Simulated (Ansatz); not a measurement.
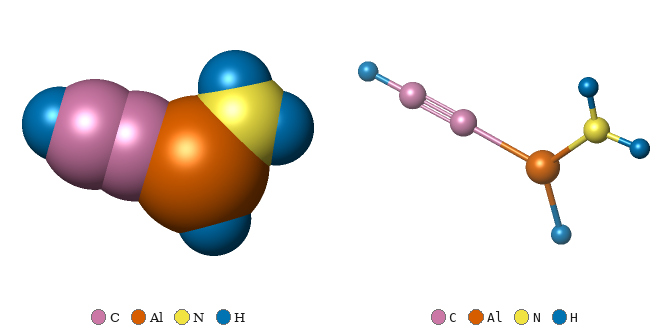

Two views of one molecule.

Which formula does it have?

C₂H₄AlN, 8 atoms: 2 carbon, 4 hydrogen, 1 aluminium and 1 nitrogen.

Which point group does it belong to?

Cs.

How many sets of symmetry-equivalent atoms are there?

8: 1 C, 1 C, 1 Al, 1 N, 1 H, 1 H, 1 H, 1 H.

Name functional groups in it.

Among them: alkyne.

More results for the same structure follow; atom numbers are the same in all pictures, views and colours differ. The geometry was computed by an optimisation with PBE0-D4/def2-TZVP.

### Geometry

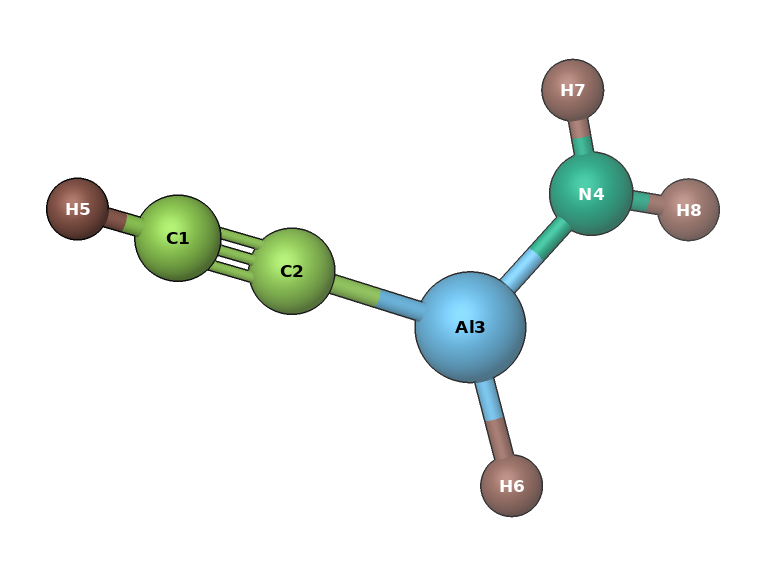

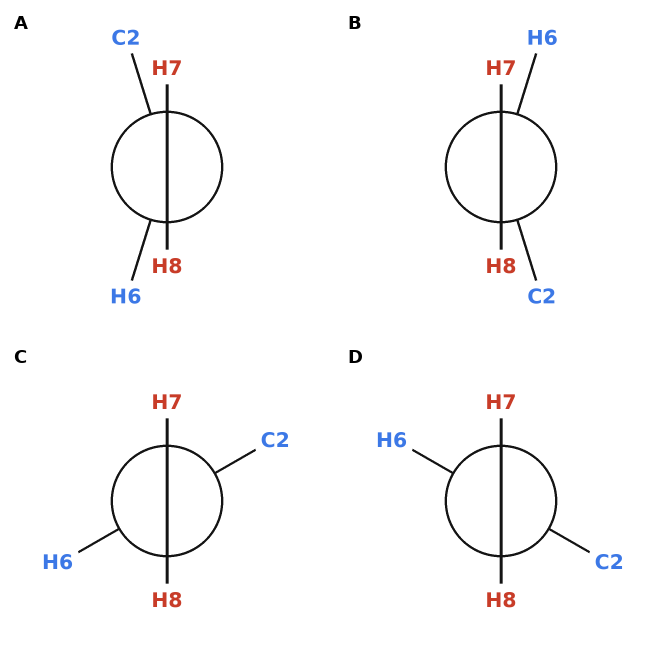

Atoms fade into the background with distance from the viewer. Bonds that would overlap in a projection are set slightly apart.

Which Newman projection shows the view along N4–Al3, with N4 in front?

A. The torsion angle H7–N4–Al3–C2 is 0°, synperiplanar (eclipsed).

### Electronic properties

Method: RKS PBE0-D4/def2-QZVPP (Ansatz 0.2.0).

Computed properties:

- HOMO energy (Kohn–Sham orbital): −7.60 eV
- LUMO energy (Kohn–Sham orbital): −0.98 eV
- HOMO–LUMO gap: 6.61 eV
- dispersion correction: −10.5 kJ/mol

### Charges

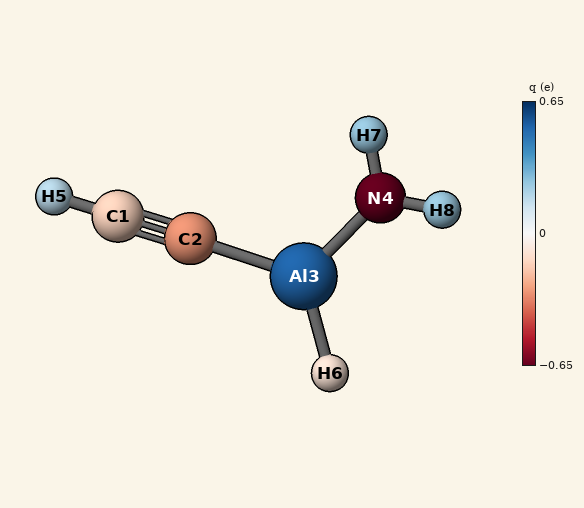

Atoms are coloured by their Mulliken charges. Method: RKS PBE0-D4/def2-TZVP (Ansatz 0.2.0).

Which atom carries the highest charge (most positive or least negative)?

Al3 (0.52 e).

And the lowest?

N4 (−0.65 e).

Give the Mulliken charges atom by atom.

```json
{"atom": "C1", "value (e)": "−0.14"}
{"atom": "C2", "value (e)": "−0.29"}
{"atom": "Al3", "value (e)": "0.52"}
{"atom": "N4", "value (e)": "−0.65"}
{"atom": "H5", "value (e)": "0.17"}
{"atom": "H6", "value (e)": "−0.09"}
{"atom": "H7", "value (e)": "0.24"}
{"atom": "H8", "value (e)": "0.24"}
```

### Vibrations

Harmonic vibrations computed with RKS PBE0-D4/def2-TZVP (Ansatz 0.2.0) at a stationary point of the same level.

List the wavenumbers.

18 modes: 122, 186, 284, 400, 429, 527, 558, 596, 723, 738, 740, 844, 1566, 1967, 2129, 3458, 3610, 3702 cm⁻¹.

### Dipole moment

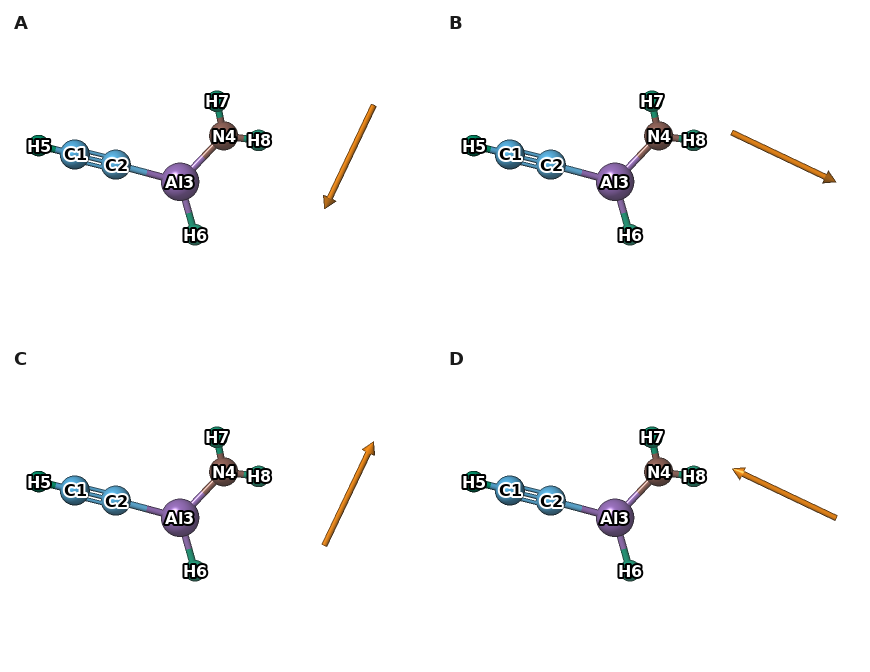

The same molecule four times, each with an arrow. Method: RKS PBE0-D4/def2-TZVP (Ansatz 0.2.0).

Which arrow points along the dipole moment, from the negative to the positive end?

C. The dipole moment is 1.12 D; it points from the side of H6 to the side of H7 (the outermost atoms at the two ends).

Mulliken values depend strongly on the basis set and can even reverse the polarity of a bond.
